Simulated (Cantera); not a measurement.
Charge: 1 mol AlCl₃, 23 mol H₂O, 8.3 mol N₂, a varied amount of NH₃, at 1177 °C and 22.5 Torr.

Equilibrium computed with Cantera from the NASA thermochemical tables; the gas is ideal and each condensed phase is pure. Candidate condensed phases: Al, AlCl₃, AlN, Al₂O₃, H₂O, NH₄Cl; 45 gas species. Gases not in the tables: Al(OH)₃. Rates play no part.

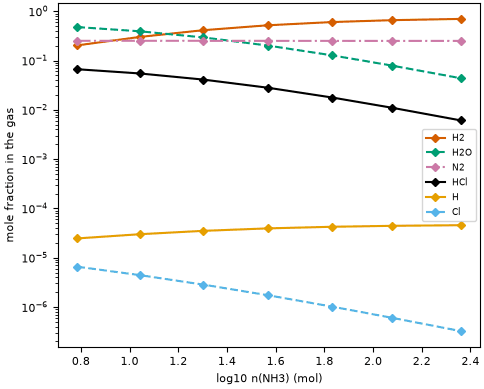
*Equilibrium gas composition (values under 1e-9 drawn at 1e-9)*

Problem. Read off the mole fractions at 68 mol NH₃.

Solution. H₂ about 0.60, N₂ about 0.25, H₂O about 0.13, HCl about 0.018, H about 4.2e-5, Cl about 1.0e-6.
